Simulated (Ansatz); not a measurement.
# AlH₂− (singlet): correlated methods under varied settings at distance Al1–H2 = 4.500 Å

What do other methods and options give for AlH₂− (singlet) at this geometry, and how long do they take?

Program: Ansatz 0.2.0, Gaussian basis. Level of theory: the settings change from run to run. These are calculated values, not measurements.

17 further runs of the same task are left out: 13 that didn't finish, 4 set aside as unsound or not needed.

**1. The geometry**

The geometry derives from a PBE0/def2-TZVPD stationary point (not a proven minimum). One bond is set to the value named and the two fragments are kept rigid.

3 atoms, charge -1, spin multiplicity 1.

Atoms are counted from 1 here; the program's logs count them from 0.

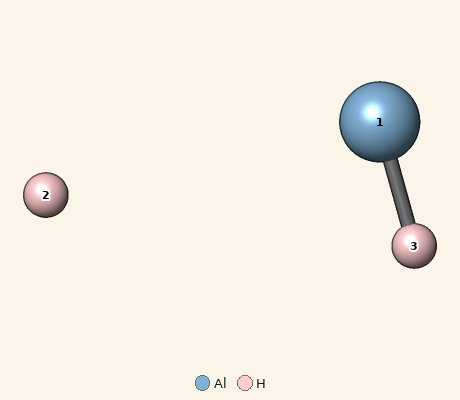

The structure; aluminium light blue, hydrogen pink; atoms are numbered from 1 in the order of the file.

Coordinates:

```xyz
3

Al    0.0000   -0.1480    0.0708
H     0.0000    2.9438   -3.1988
H     0.0000    1.0178    1.3037
```

**2. MRCISD+Q(2,4)/STO-3G**

in.yaml reads:

```yaml
crystal:
  periodic: [false, false, false]
  atoms:
    - {symbol: Al, position_ang: [0.000000, -0.147996, 0.070797]}
    - {symbol: H, position_ang: [0.000000, 2.943846, -3.198839]}
    - {symbol: H, position_ang: [0.000000, 1.017845, 1.303677]}
basis:
  gaussian: {orbitals: STO-3G}
total_charge: -1
correlation: {method: fic_mrcisd_q, electrons: all, active_space: {window: {electrons: 2, orbitals: 4}}}
```

Run with:

```
> ansatz run in.yaml --threads 1 --pin off --events-out ev --progress --plain --max-ram 2393MiB
```

Standard output:

```text
Functional definition: HF
  name "HF"
  cite "Fock, Z. Phys. 61, 126 (1930) doi:10.1007/BF01340294"
  parent pbe
  exchange = exact_x
  correlation = 0
111 factors; integrals over basis functions are off by at most 1.8e-5 eV
mean field evaluation 1: about -6520.6223 eV, gradient 1.2e1 eV
mean field evaluation 2: about -6520.6268 eV, gradient 1.2e1 eV
mean field evaluation 4: about -6521.3953 eV, gradient 2.9e-1 eV
mean field evaluation 8: about -6521.3955 eV, gradient 2.6e-6 eV
mean field -6521.39548918 eV, -239.6568638668 hartree, gradient 2.6e-6 eV, S^2 0.000000; 0 other end points of the search recorded, 0 dependent functions left out
reference -6521.39548918 eV, -239.6568638668 hartree; 8, 8 occupied and 3, 3 virtual orbitals, 111 factors
state -6522.14936560 eV, -239.6845683143 hartree
contracted CI cycle   1: correlation 0.00000000 eV, 0.0000000000 hartree, residual 6.70e0 eV
contracted CI cycle   2: correlation -0.55148001 eV, -0.0202665164 hartree, residual 2.34e0 eV
contracted CI cycle   3: correlation -0.61558934 eV, -0.0226224908 hartree, residual 4.20e-1 eV
contracted CI cycle   4: correlation -0.61833725 eV, -0.0227234749 hartree, residual 4.01e-2 eV
contracted CI cycle   5: correlation -0.61836224 eV, -0.0227243930 hartree, residual 9.49e-3 eV
contracted CI cycle   6: correlation -0.61836486 eV, -0.0227244895 hartree, residual 4.12e-3 eV
contracted CI cycle   7: correlation -0.61836513 eV, -0.0227244992 hartree, residual 1.47e-3 eV
state -6522.14936560 eV, -239.6845683143 hartree; corrected -6522.77807282 eV, -239.7076728782 hartree
Total energy: -6522.77807282 eV, -239.7076728782 hartree
```

It took 0.24 s on 1 thread of Arm Neoverse V1, shared host.

From the report: 10 determinants; active occupations 1.92, 0.04, 0.04, 0.00.

**3. CASCI(4,6)/def2-SVP**

Edit in.yaml of step 2 so:

```diff
@@ -7,4 +7,4 @@
 basis:
-  gaussian: {orbitals: STO-3G}
+  gaussian: {orbitals: def2-SVP}
 total_charge: -1
-correlation: {method: fic_mrcisd_q, electrons: all, active_space: {window: {electrons: 2, orbitals: 4}}}
+correlation: {active_space: {window: {electrons: 4, orbitals: 6}, fixed_orbitals: true}}
```

Launched as before.

Standard output:

```text
Functional definition: HF
  name "HF"
  cite "Fock, Z. Phys. 61, 126 (1930) doi:10.1007/BF01340294"
  parent pbe
  exchange = exact_x
  correlation = 0
263 factors; integrals over basis functions are off by at most 9.5e-4 eV
mean field evaluation 1: about -6607.0662 eV, gradient 1.1e1 eV
mean field evaluation 2: about -6607.0666 eV, gradient 1.1e1 eV
mean field evaluation 4: about -6608.0033 eV, gradient 6.9e-1 eV
mean field evaluation 8: about -6608.0121 eV, gradient 2.9e-3 eV
mean field -6608.01209652 eV, -242.8399654755 hartree, gradient 8.6e-6 eV, S^2 0.000000; 0 other end points of the search recorded, 0 dependent functions left out
reference -6608.01209652 eV, -242.8399654755 hartree; 8, 8 occupied and 20, 20 virtual orbitals, 263 factors
state -6608.43503727 eV, -242.8555082617 hartree
Total energy: -6608.43503727 eV, -242.8555082617 hartree
```

Run time: 0.09 s. Hardware: 1 thread of Arm Neoverse V1, shared host.

From the report: 125 determinants; active occupations 1.96, 1.94, 0.06, 0.03, 0.01, 0.00.

**4. BCCD(T) on RHF/cc-pVTZ-DK**

Edit in.yaml of step 3 so:

```diff
@@ -7,4 +7,7 @@
 basis:
-  gaussian: {orbitals: def2-SVP}
+  gaussian: {orbitals: cc-pVTZ-DK}
 total_charge: -1
-correlation: {active_space: {window: {electrons: 4, orbitals: 6}, fixed_orbitals: true}}
+magnetization: {spin_polarized: false}
+hamiltonian: {pseudopotentials: {relativity: none}}
+correlation: {method: bccd_t, electrons: outside_noble_gas, diis_vectors: 2}
+output: {forces: true}
```

Launched as before.

Standard output, cut to the lines that bear on the results:

```text
Functional definition: HF
  name "HF"
  cite "Fock, Z. Phys. 61, 126 (1930) doi:10.1007/BF01340294"
  parent pbe
[...]
359 factors; integrals over basis functions are off by at most 9.4e-4 eV
[...]
mean field -6608.35646225 eV, -242.8526206830 hartree, gradient 1.8e-6 eV, S^2 0.000000; 0 other end points of the search recorded, 0 dependent functions left out; unrestricted orbitals would lower it
5 core orbitals not correlated: weight in the atoms' cores, before any rotation towards them, 1.000 or more for the frozen orbitals, at most 0.000 for the correlated occupied ones
reference -6608.35646225 eV, -242.8526206830 hartree; 3, 3 occupied and 54, 54 virtual orbitals, 359 factors
second order -2.37096116 eV of doubles, -0.00000000 eV of singles
cycle   1  -2.85313745 eV  change   -4.8e-1 eV  update   9.1e-2
[...]
cycle  29  -3.17538809 eV  change    7.2e-7 eV  update   2.0e-6
perturbative correction -0.09615524 eV, -0.0035336399 hartree
[...]
WARN: the results are in doubt because the basis set is contracted for relativity, which is off
Total energy: -6611.62800559 eV, -242.9728476829 hartree
Atom 0 at     0.000000    -0.147996     0.070797 Å, force     0.000000     0.386124    -0.155571 eV/Å
Atom 1 at     0.000000     2.943846    -3.198839 Å, force     0.000000    -0.278942     0.310765 eV/Å
Atom 2 at     0.000000     1.017845     1.303677 Å, force    -0.000000    -0.107182    -0.155194 eV/Å
Dipole moment:     0.000000    -1.667729     1.846219 e Å
In doubt: the basis set is contracted for relativity, which is off
```

Run time: 2.2 s. Hardware: 1 thread of Arm Neoverse V1, shared host.

From the report: correlation -3.2715 eV; largest double amplitude 0.12. The program marks this result as in doubt; its last lines say why.

**5. CASCI(2,7)/6-31++G****

in.yaml reads:

```yaml
crystal:
  periodic: [false, false, false]
  atoms:
    - {symbol: Al, position_ang: [0.000000, -0.147996, 0.070797]}
    - {symbol: H, position_ang: [0.000000, 2.943846, -3.198839]}
    - {symbol: H, position_ang: [0.000000, 1.017845, 1.303677]}
basis:
  gaussian: {orbitals: "6-31++G**"}
total_charge: -1
correlation: {active_space: {window: {electrons: 2, orbitals: 7}, fixed_orbitals: true, states: [{multiplicity: 1, weights: [1, 1]}]}}
```

The command is unchanged.

Standard output:

```text
Functional definition: HF
  name "HF"
  cite "Fock, Z. Phys. 61, 126 (1930) doi:10.1007/BF01340294"
  parent pbe
  exchange = exact_x
  correlation = 0
522 factors; integrals over basis functions are off by at most 2.4e-7 eV
mean field evaluation 1: about -6609.5178 eV, gradient 1.1e1 eV
mean field evaluation 2: about -6609.5187 eV, gradient 1.1e1 eV
mean field evaluation 4: about -6610.6168 eV, gradient 7.5e-1 eV
mean field evaluation 8: about -6610.6245 eV, gradient 1.2e-3 eV
mean field -6610.62446514 eV, -242.9359682518 hartree, gradient 2.3e-6 eV, S^2 0.000000; 0 other end points of the search recorded, 0 dependent functions left out
reference -6610.62446514 eV, -242.9359682518 hartree; 8, 8 occupied and 27, 27 virtual orbitals, 522 factors
state -6610.64012156 eV, -242.9365436145 hartree
state -6608.82181206 eV, -242.8697219729 hartree
Total energy: -6609.73096681 eV, -242.9031327937 hartree
```

It took 0.18 s on 1 thread of Arm Neoverse V1, shared host.

From the report: 29 determinants; active occupations (of the averaged states) 1.49, 0.50, 0.01, 0.00, 0.00, 0.00, 0.00.

**6. CCSDT on RHF/6-31++G****

Edit in.yaml of step 5 so:

```diff
@@ -9,2 +9,4 @@
 total_charge: -1
-correlation: {active_space: {window: {electrons: 2, orbitals: 7}, fixed_orbitals: true, states: [{multiplicity: 1, weights: [1, 1]}]}}
+magnetization: {spin_polarized: false}
+correlation: {method: ccsdt, electrons: valence, diis_vectors: 4}
+scf: {lower_state_search: off}
```

Launched as before.

Standard output, cut to the lines that bear on the results:

```text
Functional definition: HF
  name "HF"
  cite "Fock, Z. Phys. 61, 126 (1930) doi:10.1007/BF01340294"
  parent pbe
[...]
522 factors; integrals over basis functions are off by at most 2.4e-7 eV
[...]
mean field -6610.62446514 eV, -242.9359682518 hartree, gradient 2.3e-6 eV, S^2 0.000000; 0 other end points of the search recorded, 0 dependent functions left out
5 core orbitals not correlated: weight in the atoms' cores, before any rotation towards them, 1.000 or more for the frozen orbitals, at most 0.000 for the correlated occupied ones
reference -6610.62446514 eV, -242.9359682518 hartree; 3, 3 occupied and 27, 27 virtual orbitals, 522 factors
second order -1.80114766 eV of doubles, -0.00000000 eV of singles
cycle   1  -2.24855247 eV  change   -4.5e-1 eV  update   8.7e-2
[...]
cycle  23  -2.64790845 eV  change    1.8e-7 eV  update   7.3e-7
Total energy: -6613.27237359 eV, -243.0332770924 hartree
Checks for a lower state left out: stability, starts, cluster_reference, orbital_swaps, neighbouring_geometries, increment
```

It took 0.84 s on 1 thread of Arm Neoverse V1, shared host.

From the report: correlation -2.6479 eV; T1 0.054; largest double amplitude 0.14.

**7. CISDT/6-31++G****

Edit in.yaml of step 6 so:

```diff
@@ -9,4 +9,2 @@
 total_charge: -1
-magnetization: {spin_polarized: false}
-correlation: {method: ccsdt, electrons: valence, diis_vectors: 4}
-scf: {lower_state_search: off}
+correlation: {active_space: {ras: {orbitals: [3, 0, 27], electrons: 6, max_holes: 3, max_particles: 3}, fixed_orbitals: true}}
```

Launched as before.

Standard output:

```text
Functional definition: HF
  name "HF"
  cite "Fock, Z. Phys. 61, 126 (1930) doi:10.1007/BF01340294"
  parent pbe
  exchange = exact_x
  correlation = 0
293 factors; integrals over basis functions are off by at most 8.5e-4 eV
mean field evaluation 1: about -6609.5178 eV, gradient 1.1e1 eV
mean field evaluation 2: about -6609.5187 eV, gradient 1.1e1 eV
mean field evaluation 4: about -6610.6168 eV, gradient 7.5e-1 eV
mean field evaluation 8: about -6610.6244 eV, gradient 1.0e-3 eV
mean field -6610.62443765 eV, -242.9359672414 hartree, gradient 5.5e-6 eV, S^2 0.000000; 0 other end points of the search recorded, 0 dependent functions left out
reference -6610.62443765 eV, -242.9359672414 hartree; 8, 8 occupied and 27, 27 virtual orbitals, 293 factors
state -6613.09522365 eV, -243.0267669521 hartree
Total energy: -6613.09522365 eV, -243.0267669521 hartree
```

Wall time 0.84 s (1 thread of Arm Neoverse V1, shared host).

From the report: 102,148 determinants.

**8. HF/cc-pVTZ-DK**

in.yaml reads:

```yaml
crystal:
  periodic: [false, false, false]
  atoms:
    - {symbol: Al, position_ang: [0.000000, -0.147996, 0.070797]}
    - {symbol: H, position_ang: [0.000000, 2.943846, -3.198839]}
    - {symbol: H, position_ang: [0.000000, 1.017845, 1.303677]}
basis:
  gaussian: {orbitals: cc-pVTZ-DK}
total_charge: -1
magnetization: {spin_polarized: false}
hamiltonian: {xc: hf}
accuracy: high
output: {forces: true, orbitals: {seedname: orbitals}}
```

Launched as before.

Standard output, cut to the lines that bear on the results:

```text
Functional definition: HF
  name "HF"
  cite "Fock, Z. Phys. 61, 126 (1930) doi:10.1007/BF01340294"
  parent pbe
[...]
799 factors; integrals over basis functions are off by at most 3.3e-9 eV
[...]
mean field -6622.69459854 eV, -243.3795374729 hartree, gradient 4.2e-8 eV, S^2 0.000000; 0 other end points of the search recorded, 0 dependent functions left out
[...]
reference -6622.69459854 eV, -243.3795374729 hartree; 8, 8 occupied and 54, 54 virtual orbitals, 799 factors
Total energy: -6622.69459854 eV, -243.3795374729 hartree
Relativity: scalar
Atom 0 at     0.000000    -0.147996     0.070797 Å, force    -0.000000     0.400437     0.021768 eV/Å
Atom 1 at     0.000000     2.943846    -3.198839 Å, force     0.000000    -0.207471     0.241863 eV/Å
Atom 2 at     0.000000     1.017845     1.303677 Å, force     0.000000    -0.192966    -0.263632 eV/Å
Dipole moment:     0.000000    -2.313196     2.567969 e Å
```

It took 0.66 s on 1 thread of Arm Neoverse V1, shared host.

**9. CCSDT on UHF/def2-SVPD**

in.yaml reads:

```yaml
crystal:
  periodic: [false, false, false]
  atoms:
    - {symbol: Al, position_ang: [0.000000, -0.147996, 0.070797]}
    - {symbol: H, position_ang: [0.000000, 2.943846, -3.198839]}
    - {symbol: H, position_ang: [0.000000, 1.017845, 1.303677]}
basis:
  gaussian: {orbitals: def2-SVPD}
total_charge: -1
magnetization: {spin_polarized: true, initial_magnetization: 0}
correlation: {method: ccsdt, electrons: valence, diis_vectors: 1}
```

The command is unchanged.

Standard output, cut to the lines that bear on the results:

```text
Functional definition: HF
  name "HF"
  cite "Fock, Z. Phys. 61, 126 (1930) doi:10.1007/BF01340294"
  parent pbe
[...]
600 factors; integrals over basis functions are off by at most 2.5e-7 eV
[...]
mean field -6608.54181038 eV, -242.8594321010 hartree, gradient 1.6e-6 eV, S^2 1.121994; 29 other end points of the search recorded, 0 dependent functions left out
determinant -6608.54181038 eV, -242.8594321010 hartree, with singles and doubles -6610.94190700 eV, -242.9476340250 hartree
determinant -6608.44526825 eV, -242.8558842432 hartree, with singles and doubles -6610.66939341 eV, -242.9376193351 hartree
determinant -6608.43231284 eV, -242.8554081405 hartree, with singles and doubles -6610.66908704 eV, -242.9376080762 hartree
determinant -6608.42427946 eV, -242.8551129192 hartree, with singles and doubles -6610.68725538 eV, -242.9382757505 hartree
[...]
determinant -6608.54181038 eV, -242.8594321010 hartree, with singles and doubles -6611.15446295 eV, -242.9554453120 hartree
determinant -6608.42427946 eV, -242.8551129192 hartree, with singles and doubles -6610.67667711 eV, -242.9378870062 hartree
determinant -6608.21570737 eV, -242.8474480363 hartree, with singles and doubles -6611.22905744 eV, -242.9581866090 hartree
determinant -6608.19384650 eV, -242.8466446641 hartree, with singles and doubles -6611.23139265 eV, -242.9582724263 hartree
5 core orbitals not correlated: weight in the atoms' cores, before any rotation towards them, 1.000 or more for the frozen orbitals, at most 0.000 for the correlated occupied ones
reference -6608.19384650 eV, -242.8466446641 hartree; 3, 3 occupied and 32, 32 virtual orbitals, 600 factors
second order -2.15530425 eV of doubles, -0.00000000 eV of singles
cycle   1  -2.68313205 eV  change   -5.3e-1 eV  update   9.8e-2
[...]
cycle 113  -3.14343205 eV  change   -2.4e-8 eV  update   1.7e-7
Total energy: -6611.33727855 eV, -242.9621636614 hartree
```

Wall time 22 s (1 thread of Arm Neoverse V1, shared host).

From the report: ⟨S²⟩ of the determinant 0.000 (pure singlet: 0.00); correlation -3.1434 eV; T1 0.094; largest double amplitude 0.11.

**10. CCSDT(Q)/B/6-31++G****

Edit in.yaml of step 9 so:

```diff
@@ -7,5 +7,9 @@
 basis:
-  gaussian: {orbitals: def2-SVPD}
+  gaussian: {orbitals: "6-31++G**"}
 total_charge: -1
 magnetization: {spin_polarized: true, initial_magnetization: 0}
-correlation: {method: ccsdt, electrons: valence, diis_vectors: 1}
+hamiltonian: {xc: {name: r2SCAN}}
+correlation: {method: ccsdt_q_b, electrons: outside_noble_gas}
+accuracy: high
+scf: {omitted_lower_state_checks: [cluster_reference]}
+output: {forces: true}
```

Launched as before.

Standard output, cut to the lines that bear on the results:

```text
Functional definition: r2SCAN
  name "r2SCAN"
  cite "Furness, Kaplan, Ning, Perdew & Sun, J. Phys. Chem. Lett. 11, 8208 (2020) doi:10.1021/acs.jpclett.0c02405"
  cite "Furness, Kaplan, Ning, Perdew & Sun, J. Phys. Chem. Lett. 11, 9248 (2020) doi:10.1021/acs.jpclett.0c03077"
  parent r2scan
[...]
574 factors; integrals over basis functions are off by at most 3.3e-9 eV
[...]
mean field -6625.13758285 eV, -243.4693154903 hartree, gradient 2.9e-8 eV, S^2 0.358943; 14 other end points of the search recorded, 0 dependent functions left out
5 core orbitals not correlated: weight in the atoms' cores, before any rotation towards them, 1.000 or more for the frozen orbitals, at most 0.000 for the correlated occupied ones
reference -6610.33679426 eV, -242.9253965419 hartree; 3, 3 occupied and 27, 27 virtual orbitals, 574 factors
second order -1.86064939 eV of doubles, -0.15974447 eV of singles
cycle   1  -2.29892279 eV  change   -4.6e-1 eV  update   8.8e-2
[...]
cycle  39  -2.90005100 eV  change  -5.7e-10 eV  update  4.4e-10
perturbative correction -0.00194567 eV, -0.0000715019 hartree
WARN: these amplitudes may be one of several solutions (largest doubles amplitude 0.17, level shift 1.80 eV)
[...]
Total energy: -6613.23879093 eV, -243.0320429523 hartree
Atom 0 at     0.000000    -0.147996     0.070797 Å, force     0.000000     0.329062     0.064550 eV/Å
Atom 1 at     0.000000     2.943846    -3.198839 Å, force    -0.000000    -0.140726     0.157415 eV/Å
Atom 2 at     0.000000     1.017845     1.303677 Å, force    -0.000000    -0.188336    -0.221965 eV/Å
Dipole moment:     0.000000    -2.211487     2.356926 e Å
Checks for a lower state left out: cluster_reference
```

It took 63 s on 1 thread of Arm Neoverse V1, shared host; peak memory 0.69 GiB.

From the report: ⟨S²⟩ of the determinant 0.359 (pure singlet: 0.00); correlation -2.9020 eV; T1 0.129; largest double amplitude 0.17. The orbitals are Kohn-Sham ones, so correlation energy and T1 don't compare with those on Hartree-Fock orbitals. The report flags that the cluster equations may have other roots.

**11. The runs in one table**

Where basis and cores are those of an earlier FCI/6-31++G** run (-6613.2738 eV), and the state is the same kind, the miss against it is given. † marks a result that the program doubts.

```csv
level,correlated,functions,energy (eV),from FCI (meV),time
"MRCISD+Q(2,4)/STO-3G",all,11,-6522.7781,,0.24 s
"CASCI(4,6)/def2-SVP",,28,-6608.4350,,0.09 s
BCCD(T) on RHF/cc-pVTZ-DK †,outside noble gas,62,-6611.6280,,2.2 s
"CASCI(2,7)/6-31++G** (mean of several states)",,35,-6609.7310,,0.18 s
CCSDT on RHF/6-31++G**,valence,35,-6613.2724,1.4,0.84 s
CISDT/6-31++G**,outside noble gas,35,-6613.0952,178.5,0.84 s
HF/cc-pVTZ-DK,,62,-6622.6946,,0.66 s
CCSDT on UHF/def2-SVPD,valence,40,-6611.3373,,22 s
CCSDT(Q)/B/6-31++G** (on r2SCAN orbitals) †,outside noble gas,35,-6613.2388,35.0,63 s
```

**12. What came out**

| quantity | value |
| --- | --- |
| runs | 9 |
| quickest | CASCI(4,6)/def2-SVP, 0.09 s |
| slowest | CCSDT(Q)/B/6-31++G** (on r2SCAN orbitals) †, 63 s |

In words: Total energies in different bases, with other cores or another treatment of relativity can't be set against each other. CCSDT(Q)/B/6-31++G** (on r2SCAN orbitals) † took 700 times as long as CASCI(4,6)/def2-SVP; the jobs differ in more than the method. Among the correlated runs with a miss given, it spans +1 to +179 meV. Cores frozen from Kohn-Sham orbitals shift the total energy.
